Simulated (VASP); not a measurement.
Band structure of MgCdS₂ (space group P4/mmm). These are PBEsol GGA, VASP's PBE PAW potentials (set 64) (plane waves; VASP) values and carry that method's errors.

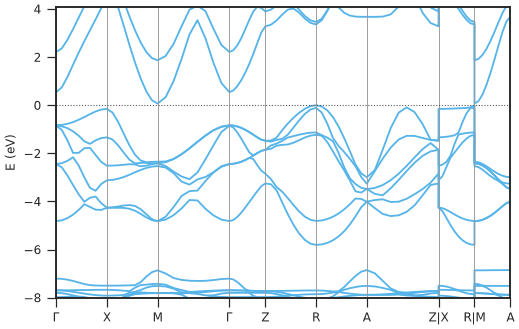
Figure: Bands along high-symmetry lines, zero at the valence-band maximum or, without a gap, the Fermi level

Question: Read the plot: is there a gap, and where are the band edges?

Answer: The gap is indirect, 0.07 eV, from the valence maximum at R to the conduction minimum at M. (Edges off the drawn lines would not show.)

The structure comes from a computed database's MgCdS2 entry (P4/mmm); how it stands against other phases isn't given here. It was relaxed first.
